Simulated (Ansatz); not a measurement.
## Starting-point dependence of the GW gap of SiC (F-43m)

One-shot GW is not self-consistent; how far does the start matter for SiC (F-43m)?

Method: G0W0 on several functionals, plane waves, PAW, in Ansatz 0.2.0.

In doubt: masses and optical values from hybrid runs of this build are listed as unsure (steps 3, 4), which bears on the screening that GW takes from such a start.

## (1) The starting structure

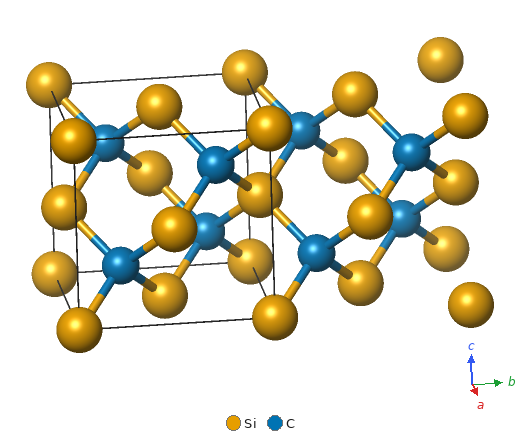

Start, viewed slightly off an axis; silicon orange, carbon blue. 1×2×1 cells are drawn. This picture shows the conventional cell, with its axes. Bonds to atoms that aren't drawn are left out. Some periodic images of atoms are drawn too.

The cell and positions come from the Crystallography Open Database and are kept as given unless a step says otherwise. The default PAW set here is soft_2. Its files were made with PBE.

## (2) G0W0 on PBE

G0W0 replaces the xc potential by the self-energy, built once from these orbitals. Only a window of levels is corrected, while the sums run over the empty bands that the input names.

This step: G0W0 on PBE, plane waves, PAW.

File input.yaml:

```yaml
crystal:
  lattice:
    - [0.0, 2.179, 2.179]
    - [2.179, 0.0, 2.179]
    - [2.179, 2.179, 0.0]
  atoms:
    - { symbol: Si, position: [0.0, 0.0, 0.0] }
    - { symbol: C, position: [0.25, 0.25, 0.25] }
kpoints:
  mp_grid: { grid: [6, 6, 6] }
hamiltonian:
  xc: pbe
scf:
  occupations: { method: fixed }
gw:
  n_empty_bands: 61
  ecut_chi: 120
  qp_bands: [v2, c2]
  qp_kpoints: band_edges
  screening: { model: contour_deformation }
```

Command:

```bash
$ ansatz run input.yaml --threads 2 --pin off --max-ram 92160MiB --backend cuda --events-out ev --progress --plain --runs-dir out --devices 1 --max-vram 13GiB  # rebuilt from the run's record
```

Numbers of over 12 decimals in the logs are rounded to 6 here.

What it wrote:

```text
GPUs: using 1 of 1 available (devices: 1).
Engine: ansatz 0.2.0, x86_64-unknown-linux-gnu
Pseudopotentials: kind: paw
Pseudopotential: Si, paw, valence charge 4, recommended cutoff 420 eV (normal), Si.paw.azcp
Pseudopotential: C, paw, valence charge 4, recommended cutoff 420 eV (normal), C.paw.azcp
Functional definition: PBE
  parameter kappa = 0.804
  parameter beta = 0.066725
  exchange = pbe_x(kappa = kappa, mu = beta*pi^2/3)
  correlation = pbe_c(beta = beta)
device memory: the entry about to start is reckoned to put 0.4 GiB on a device that reports 54.3 GiB free (of which the cap on the GPU budget leaves the run 13.0 GiB)
GPU FFT provider: cuFFT
GPU libraries: cuBLAS 13.8.2, cuFFT 12.4.0, cuSOLVER 12.3.4
Crystal: 2 atoms, lattice volume = 20.692 Å³
Basis set: ecut = 420 eV, 411 PW (Γ)
Bands: 8, of which v1, the nominal top of the filled ones, is band 4 counted from 1 (3 counted from 0)
Symmetry: 24 space group operations
Space group: F-43m (ITA 216), of the structure as read, at distance tolerance 2.7e-5 Å
k-points: 16 of 216 (time reversal used)
Non-local potential: Si, projectors of the file, l = 0: 2, l = 1: 2, l = 2: 2
Non-local potential: C, projectors of the file, l = 0: 2, l = 1: 2, l = 2: 1
PAW form: soft (Blöchl's): semilocal exchange-correlation on the pseudo side does not see the compensation charge
PAW one-centre angular grid: Si, 110 points (default); XC on 64 Gauss nodes
PAW one-centre angular grid: C, 110 points (default); XC on 64 Gauss nodes
Initial density: superposition of atomic densities (neutral atoms: chi_scale 0, normalization atom), corrected by the library's trained network
Initial wavefunctions: pseudopotential atomic-orbital guess
GPU buffer pool allocated for 13824 grid points (all kernels)
GPU transforms: local potential and band sums: pruned to the plane-wave sphere, on 24×24×24
Functional: x = pbe(κ = 0.804, μ = 0.219515), c = pbe(β = 0.066725)
SCF iter   1: F=—  HF=-887.146339 eV  |F-HF|=—  |Δ(HF+E_count)|=         —  Δρ=1.78e-3  dr2=5.83e-4  ethr=1.77e-3  ⟨swp⟩=4.1  Hψ=901  notcnv=0  defer=24
preconditioner: auto → none  [insulator: Δε(μ)=1.336 eV  Ē_g=14.039 eV  n_scr=0 (ndim 8)  ℏωp=23.1 eV  f_vac=0.000  ε∞_Penn≈3.7]
SCF iter   2: F=—  HF=-887.146470 eV  |F-HF|=—  |Δ(HF+E_count)|=   1.31e-4  Δρ=6.79e-4  dr2=4.79e-5  ethr=7.29e-6  ⟨swp⟩=2.2  Hψ=346  notcnv=0  defer=27
SCF iter   3: F=—  HF=-887.146491 eV  |F-HF|=—  |Δ(HF+E_count)|=   2.16e-5  Δρ=3.28e-4  dr2=4.56e-6  ethr=5.98e-7  ⟨swp⟩=2.8  Hψ=196  notcnv=0  defer=19
SCF iter   4: F=—  HF=-887.146516 eV  |F-HF|=—  |Δ(HF+E_count)|=   2.43e-5  Δρ=3.42e-5  dr2=1.60e-7  ethr=5.69e-8  ⟨swp⟩=2.2  Hψ=196  notcnv=0  defer=27
iter 5 did not close the SCF: its close was put off for the readings that it lacked (scf_convergence_deferred on its scf_iter line)
SCF iter   5: F=-887.146516 eV  HF=-887.146516 eV  |F-HF|=2.00e-9  |Δ(HF+E_count)|=   1.70e-7  Δρ=3.27e-6  dr2=9.00e-10  ethr=2.00e-9  ⟨swp⟩=2.1  Hψ=189  notcnv=0  defer=29
SCF iter   6: F=-887.146516 eV  HF=-887.146516 eV  |F-HF|=1.10e-11  |Δ(HF+E_count)|=   2.32e-9  Δρ=2.88e-7  dr2=1.11e-11  ethr=1.12e-11  ⟨swp⟩=3.4  Hψ=657  notcnv=0
SCF 1 converged in 6 iterations: F = -887.146516 eV  dr2 = 1.11e-11
  greatest PAW one-centre occupation: 0.644 electrons in one spin orbital (limit 2), on the C atom at site 1 (counted from 0), in its partial waves of l = 0
device memory: the entry about to start is reckoned to put 0.4 GiB on a device that reports 54.5 GiB free (of which the cap on the GPU budget leaves the run 13.0 GiB)
NSCF: frozen V_eff on 16 k-points, pencils in batches of 32, up to order 32
the band table was solved once the SCF had ended and its energy, with any forces and stress, was formed, with the checks that follow a solve (983 applications of the Hamiltonian). They found nothing against the state; the energy, forces and stress were not computed again (output.eigenvalues in the input reference)
device memory: the entry about to start is reckoned to put 0.8 GiB on a device that reports 52.6 GiB free (of which the cap on the GPU budget leaves the run 13.0 GiB)
NSCF: frozen V_eff on 16 k-points
G₀W₀ screening: q 1/16
[... further progress lines ...]
device memory: the entry about to start is reckoned to put 0.3 GiB on a device that reports 50.2 GiB free (of which the cap on the GPU budget leaves the run 13.0 GiB)
NSCF: frozen V_eff on 1 k-points
device memory: the entry about to start is reckoned to put 0.3 GiB on a device that reports 50.2 GiB free (of which the cap on the GPU budget leaves the run 13.0 GiB)
NSCF: frozen V_eff on 1 k-points
SCF converged after 6 iterations
Free energy (F): -887.146516 eV
Harris-Foulkes:  -887.146516 eV  (|F-HF|=1.10e-11)
Internal energy: -887.146516 eV  (E = F + TS)
E sigma→0 (E₀):  -887.146516 eV
Fermi energy:    9.487149 eV
--- Per-component energies (eV) ---
  E_band       = 28.746810
  E_kinetic    = 135.791717
  E_local      = -104.483889  (includes V_loc(G=0)·N_el)
  E_nonlocal   = 51.834139
  E_hartree    = 32.102573
  E_xc         = -105.505659
  E_vxc        = -109.373697  (∫ρ·V_xc dr)
  E_paw        = -612.101628  (= ΣΔE_a)
  E_vpaw       = -9.226592  (= ΣTr[D̂ρ^β])
  E_aug_tail   = 0.000011  (compensation charges beyond the density's cutoff)
  E_ewald      = -284.783780
  E_smearing   = -0.000000  (= −TS)
  E_closure    = 0.000000  (closes the sum)
  Σ components = -887.146516   (vs F -887.146516, Δ=0.00e0)
--- Band table (eV; the first three rows and the last of 16) ---
  k-point 0: bands = ["-5.9201", "9.4871", "9.4871", "9.4871", "15.6996", "16.7903", "16.7903", "16.7903"]
  k-point 1: bands = ["-5.3807", "7.1151", "9.1573", "9.1573", "15.8186", "17.3075", "17.3075", "17.8290"]
  k-point 2: bands = ["-3.8537", "3.3097", "8.6428", "8.6428", "15.1636", "17.1254", "17.1254", "19.3926"]
  k-point 15: bands = ["-0.7298", "2.1944", "4.9788", "5.1038", "13.4762", "16.5757", "20.3073", "21.6879"]
--- G₀W₀: contour deformation, 7 samples at zero and on the imaginary axis and 2 off it, 216 q-points, 61 empty bands' worth ---
  eigenvalues of the whole cell's RPA ε∞ on this k-mesh (on a slab, of 1 + 4πα/V) = 7.1484, 7.1484, 7.1484; static W/v taken at q = 0 is 0.139892
  bands read: the sum over 65 bands ends inside a degenerate multiplet in 1 slot, whose members it reads at an even weight; the widest, k=0: bands 65 to 67 (counted from 1) at 1/3 each
  gw.qp_kpoints: band_edges: 9 of 16 stored k-points solved, in 1 pass; an edge of the gap read off the rows below is read off those points alone
    valence top: of the k-points left out ik 7 came nearest to being solved in a further pass, in band 4 (counted from 1, as in the quasiparticle table): it holds the edge there only if its correction is more favourable than any solved in that band by at least 1.152 eV; those differ by 0.250 eV
    conduction bottom: of the k-points left out ik 10 came nearest to being solved in a further pass, in band 5 (counted from 1, as in the quasiparticle table): it holds the edge there only if its correction is more favourable than any solved in that band by at least 1.372 eV; those differ by 0.379 eV
    ik  band        ε_KS         Σx   Σc(E_QP)       V_xc       Z   E_QP_lin       E_QP  E_QP is
     0     3      9.4871   -18.3487     2.1403   -15.7263  0.7904     9.0035     9.0051  root
     0     4      9.4871   -18.3487     2.1403   -15.7263  0.7904     9.0035     9.0051  root
     0     5     15.6996    -9.6213    -5.1905   -15.4181  0.7824    16.3098    16.3059  root
     0     6     16.7903    -8.0579    -5.1374   -13.8556  0.7976    17.4547    17.4506  root
     1     3      9.1573   -18.3775     2.2155   -15.6509  0.7893     8.6444     8.6462  root
     1     4      9.1573   -18.3775     2.2155   -15.6509  0.7893     8.6444     8.6462  root
     1     5     15.8186    -8.8265    -5.0551   -14.4819  0.7935    16.4221    16.4189  root
     1     6     17.3075    -7.8659    -5.3208   -13.8664  0.7921    17.9917    17.9872  root
     2     3      8.6428   -18.5322     2.3753   -15.6011  0.7869     8.0845     8.0869  root
     2     4      8.6428   -18.5322     2.3753   -15.6011  0.7869     8.0845     8.0869  root
     2     5     15.1636    -8.9848    -4.8610   -14.4364  0.8007    15.7571    15.7542  root
     2     6     17.1254    -7.0335    -5.2609   -12.9168  0.7954    17.7512    17.7478  root
     3     3      8.4336   -18.6249     2.4482   -15.6036  0.7857     7.8580     7.8606  root
     3     4      8.4336   -18.6249     2.4482   -15.6036  0.7857     7.8580     7.8606  root
     3     5     14.9118    -9.1308    -4.7988   -14.5203  0.8022    15.5052    15.5025  root
     3     6     16.7094    -6.7747    -5.1381   -12.5005  0.7997    17.3000    17.2971  root
     4     3      8.3789   -18.2682     2.4071   -15.2774  0.7863     7.7925     7.7952  root
     4     4      8.3789   -18.2682     2.4071   -15.2774  0.7863     7.7925     7.7952  root
     4     5     15.0246    -7.8035    -4.8003   -13.1156  0.8049    15.5387    15.5365  root
     4     6     16.8168    -8.6043    -5.3348   -14.6377  0.7834    17.5193    17.5154  root
     6     3      6.7120   -18.5374     2.8787   -14.9738  0.7742     6.0217     6.0270  root
     6     4      7.7347   -18.4937     2.6146   -15.2471  0.7821     7.0991     7.1026  root
     6     5     14.3203    -7.1443    -4.6936   -12.3128  0.8079    14.7971    14.7952  root
     6     6     17.3045    -8.2052    -5.2983   -14.1747  0.7880    17.9799    17.9756  root
[...]
9     3      6.8777   -18.4770     2.8761   -14.9027  0.7760     6.1744     6.1796  root
     9     4      6.8777   -18.4770     2.8761   -14.9027  0.7760     6.1744     6.1796  root
     9     5     12.1207    -7.1425    -4.2413   -11.7204  0.8154    12.4580    12.4573  root
     9     6     14.6964    -7.2058    -4.6046   -12.3079  0.8162    15.1956    15.1939  root
    12     3      6.2987   -18.5907     3.0620   -14.7968  0.7706     5.5605     5.5668  root
    12     4      6.2987   -18.5907     3.0620   -14.7968  0.7706     5.5605     5.5668  root
    12     5     10.8405    -7.1389    -3.9404   -11.3461  0.8180    11.1077    11.1073  root
    12     6     13.8070    -7.4324    -4.4274   -12.3162  0.8203    14.2647    14.2634  root
```

The job ended after 5.8 s (1 × NVIDIA H100 80GB HBM3 (shared by 6 runs) with 2 threads of AMD EPYC 7R13 (Zen 3), shared host; peak memory 0.99 GiB).

Numbers from this step:

| Item | Value |
| --- | --- |
| bands summed | 65 |
| RPA ε∞ on this mesh (eigenvalues) | 7.148, 7.148, 7.148 |
| plane waves in the screening matrix | 59 |
| q-points in the mesh | 216 |
| G0W0 gap on the mesh | 2.102 eV |
| k of the valence top | 0, 0, 0 |
| k of the conduction bottom | 0, -0.5, -0.5 |
| starting gap on the mesh | 1.353 eV |
| Z at the valence top | 0.7904 |
| Z at the conduction bottom | 0.8180 |
| least direct G0W0 gap on the computed points | 5.541 eV |

The gap on the mesh goes from 1.35 eV to 2.10 eV, a correction of +0.75 eV. Between the two edge states, bare exchange in place of the xc potential would open the gap by 6.83 eV, and correlation takes back 6.08 eV.

## (3) G0W0 on HSE06

One-shot GW remembers its start. Another functional's orbitals and levels show by how much.

This step: G0W0 on HSE06, plane waves, PAW.

input.yaml: that of step 2 with these lines changed.

```diff
@@ -11,3 +11,3 @@
 hamiltonian:
-  xc: pbe
+  xc: hse06
 scf:
```

What it wrote:

```text
GPUs: using 1 of 1 available (devices: 1).
[...]
davidson cushion auto → on  (no smearing: the cushion is to keep the highest requested band from converging to the state above it; pin scf.eigensolver.cushion to override)
[...]
GPU FFT provider: cuFFT
GPU libraries: cuBLAS 13.8.2, cuFFT 12.4.0, cuSOLVER 12.3.4
Crystal: 2 atoms, lattice volume = 20.692 Å³
Basis set: ecut = 420 eV, 411 PW (Γ)
Bands: 8, of which v1, the nominal top of the filled ones, is band 4 counted from 1 (3 counted from 0)
Symmetry: 24 space group operations
[...]
k-points: 16 of 216 (time reversal used)
[...]
GPU buffer pool allocated for 13824 grid points (all kernels)
[...]
SCF iter   1: F=—  HF=-887.142378 eV  |F-HF|=—  |Δ(HF+E_count)|=         —  Δρ=1.50e-3  dr2=3.52e-4  ethr=1.77e-3  ⟨swp⟩=6.2  Hψ=668  notcnv=0
[...]
SCF iter   2: F=-887.142492 eV  HF=-887.142450 eV  |F-HF|=4.20e-5  |Δ(HF+E_count)|=   7.18e-5  Δρ=5.71e-4  dr2=2.35e-5  ethr=2.91e-7  ⟨swp⟩=2.0  Hψ=754  notcnv=0
SCF 1 stopped early in 2 iterations: F = -887.142492 eV  dr2 = 2.35e-5
[...]
GPU FFT provider: cuFFT
GPU libraries: cuBLAS 13.8.2, cuFFT 12.4.0, cuSOLVER 12.3.4
[...]
GPU buffer pool allocated for 13824 grid points (all kernels)
[...]
G₀W₀ screening: q 1/16
[... further progress lines ...]
[...]
hybrid SCF converged: 2 outer / 7 inner (+2 warm-up), last move |dexx| = 2.95e-8 eV, tail = 1.99e-8 eV
Stability not checked: this state was not tested for a lower state beside it, because the functional holds exact exchange (a hybrid, or Hartree-Fock), whose exchange loop this test does not read (fock_operator; see scf.lower_state_search)
Free energy (F): -887.782855 eV
Frozen-core exchange: fock
[...]
Internal energy: -887.782855 eV  (E = F + TS)
E sigma→0 (E₀):  -887.782855 eV
Fermi energy:    8.875541 eV
[...]
--- Band table (eV; the first three rows and the last of 16) ---
[...]
guard bands above this table: 2 of the run's 8 bands. The solve was not asked for them (output.publish_guard_bands: true or output.eigenvalues: true publishes all)
[...]
0     3      8.8755   -18.3987     2.0163   -16.2931  0.8128     8.7862     8.7862  root
     0     4      8.8755   -18.3987     2.0163   -16.2931  0.8128     8.7862     8.7862  root
     0     5     16.3923    -9.3208    -4.9426   -14.4830  0.8063    16.6123    16.6119  root
     0     6     17.4725    -7.9287    -4.8423   -13.0566  0.8194    17.7586    17.7580  root
     1     3      8.5185   -18.4290     2.0811   -16.2497  0.8118     8.4202     8.4203  root
     1     4      8.5185   -18.4290     2.0811   -16.2497  0.8118     8.4202     8.4203  root
     1     5     16.4668    -8.5756    -4.7938   -13.6093  0.8162    16.7071    16.7067  root
     1     6     18.0370    -7.7364    -5.0031   -13.0134  0.8142    18.3115    18.3110  root
[...]
12     3      5.3828   -18.6180     2.8008   -15.6769  0.7962     5.2424     5.2426  root
    12     4      5.3828   -18.6180     2.8008   -15.6769  0.7962     5.2424     5.2426  root
    12     5     11.1034    -6.9339    -3.8548   -10.9551  0.8374    11.2700    11.2699  root
    12     6     14.2448    -7.2897    -4.2412   -11.7610  0.8390    14.4752    14.4749  root
```

It took 18 s on 1 × NVIDIA H100 80GB HBM3 (shared by 6 runs) with 2 threads; peak memory 1.1 GiB; 22 s of CPU time.

This step gave:

```yaml
bands_summed: 65
rpa_eps_infinity_on_this_mesh_eigenvalues: 5.828, 5.828, 5.828
plane_waves_in_the_screening_matrix: 59
q_points_in_the_mesh: 216
g0w0_gap_on_the_mesh: 2.484 eV
k_of_the_valence_top: 0, 0, 0
k_of_the_conduction_bottom: 0, -0.5, -0.5
starting_gap_on_the_mesh: 2.228 eV
z_at_the_valence_top: 0.8128
z_at_the_conduction_bottom: 0.8374
least_direct_g0w0_gap_on_the_computed_points: 6.027 eV
```

Against the run with 6×6×6 mesh, 61 empty bands, screening to 120 eV on PBE, the gap moves by +0.38 eV, while the start moved by +0.87 eV.

## (4) G0W0 on PBE0

This step: G0W0 on PBE0, plane waves, PAW.

input.yaml: that of step 3 with these lines changed.

```diff
@@ -11,3 +11,3 @@
 hamiltonian:
-  xc: hse06
+  xc: pbe0
 scf:
```

What it wrote:

```text
GPUs: using 1 of 1 available (devices: 1).
[...]
GPU FFT provider: cuFFT
GPU libraries: cuBLAS 13.8.2, cuFFT 12.4.0, cuSOLVER 12.3.4
Crystal: 2 atoms, lattice volume = 20.692 Å³
Basis set: ecut = 420 eV, 411 PW (Γ)
Bands: 8, of which v1, the nominal top of the filled ones, is band 4 counted from 1 (3 counted from 0)
Symmetry: 24 space group operations
[...]
k-points: 16 of 216 (time reversal used)
[...]
1     5     16.8361    -8.5686    -4.6814   -13.2395  0.8255    16.8256    16.8256  root
     1     6     18.4143    -7.7343    -4.8782   -12.6367  0.8237    18.4386    18.4385  root
[...]
12     3      4.9924   -18.6239     2.6887   -16.0692  0.8070     5.1263     5.1264  root
    12     4      4.9924   -18.6239     2.6887   -16.0692  0.8070     5.1263     5.1264  root
    12     5     11.4521    -6.9238    -3.7810   -10.6047  0.8453    11.3520    11.3519  root
    12     6     14.6071    -7.2844    -4.1524   -11.3974  0.8465    14.5677    14.5677  root
[key lines of the parts left out:]
Free energy (F): -888.014769 eV
Fermi energy:    8.498950 eV
```

Run time: 14 s. Hardware: 1 × NVIDIA H100 80GB HBM3 (shared by 6 runs) with 2 threads; peak memory 1.1 GiB; 17 s of CPU time.

Numbers from this step:

| Item | Value |
| --- | --- |
| bands summed | 65 |
| RPA ε∞ on this mesh (eigenvalues) | 5.399, 5.399, 5.399 |
| plane waves in the screening matrix | 59 |
| G0W0 gap on the mesh | 2.649 eV |
| k of the valence top | 0, 0, 0 |
| k of the conduction bottom | 0, -0.5, -0.5 |
| starting gap on the mesh | 2.953 eV |
| least direct G0W0 gap on the computed points | 6.225 eV |

Against the run with 6×6×6 mesh, 61 empty bands, screening to 120 eV on HSE06, the gap moves by +0.16 eV, while the start moved by +0.73 eV.

## (5) Side by side

All on the 6×6×6 mesh with 61 empty bands and screening to 120 eV. Times are wall times on 1 × NVIDIA H100 80GB HBM3 (shared by 6 runs) with 2 threads of AMD EPYC 7R13 (Zen 3), shared host, good to a factor of about two.

| start | starting gap (eV) | shift (eV) | G0W0 gap (eV) | RPA ε∞ (harmonic mean) | Z (valence, conduction) | time |
| --- | --- | --- | --- | --- | --- | --- |
| PBE | 1.35 | +0.75 | 2.10 | 7.15 | 0.79, 0.82 | 5.8 s |
| HSE06 | 2.23 | +0.26 | 2.48 | 5.83 | 0.81, 0.84 | 18 s |
| PBE0 | 2.95 | −0.30 | 2.65 | 5.40 | 0.82, 0.85 | 14 s |

How the two edges are built up, in eV (the quasiparticle level is the starting level plus Σx plus Σc less Vxc):

| run | edge | start | Σx | Σc | Vxc | Z | QP |
| --- | --- | --- | --- | --- | --- | --- | --- |
| PBE | valence top | 9.49 | -18.35 | 2.14 | -15.73 | 0.79 | 9.01 |
| PBE | conduction bottom | 10.84 | -7.14 | -3.94 | -11.35 | 0.82 | 11.11 |
| HSE06 | valence top | 8.88 | -18.40 | 2.02 | -16.29 | 0.81 | 8.79 |
| HSE06 | conduction bottom | 11.10 | -6.93 | -3.85 | -10.96 | 0.84 | 11.27 |
| PBE0 | valence top | 8.50 | -18.41 | 1.94 | -16.67 | 0.82 | 8.70 |
| PBE0 | conduction bottom | 11.45 | -6.92 | -3.78 | -10.60 | 0.85 | 11.35 |

For a hybrid start, Vxc holds its share of exact exchange.

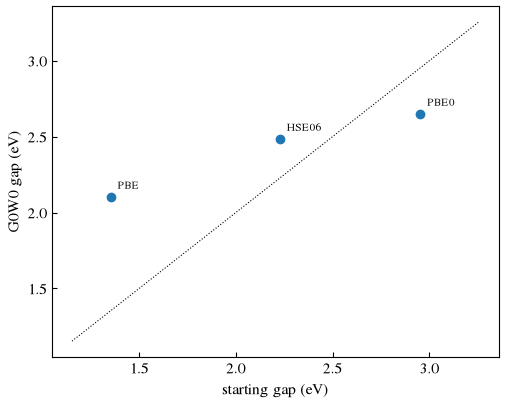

G0W0 gap against starting gap; on the dotted line the correction would vanish.

## (6) What came out

| Item | Value |
| --- | --- |
| G0W0@PBE | 2.10 eV (start 1.35 eV) |
| G0W0@HSE06 | 2.48 eV (start 2.23 eV) |
| G0W0@PBE0 | 2.65 eV (start 2.95 eV) |
| known limits | not at the basis limit |

The starting gaps span 1.60 eV and the G0W0 gaps 0.55 eV. Between PBE and PBE0, 0.55 eV of the 1.60 eV survives, 34 %. PBE0 screens less than PBE (ε∞ 5.40 against 7.15). Of the 0.55 eV by which its G0W0 gap is higher, the correlation part gives +0.36 eV, and exchange with the one-particle terms, which follow the orbitals, +0.19 eV. On PBE0 the correction is negative: that start lies above its own G0W0 value. The smallest correction, +0.26 eV, is on HSE06, the start nearest to reproducing itself, though another is as near within the errors. Bands and cutoff are finite, so the gap is not at the basis limit. The miss can reach some tenths of an eV and take either sign; the mesh is an error of its own.

[Paths, hosts, dates, memory and timing lines, banners, echoed tables and standing remarks are left out of the program output.]

[Logs are printed without paths, hosts, clocks, repeated set-up lines and the standing remarks that a program may print on its own settings, such as how far it seeks lower states.]

[Runs of the session that timed out or met a known fault of the program may be left out.]

[Cells called generated may have been cut or substituted from an entry of the Crystallography Open Database or the Materials Project.]

[Hosts, paths, dates, database ids (printed as entryN), source tags and the programs' standing remarks are cut or masked in the printed files.]
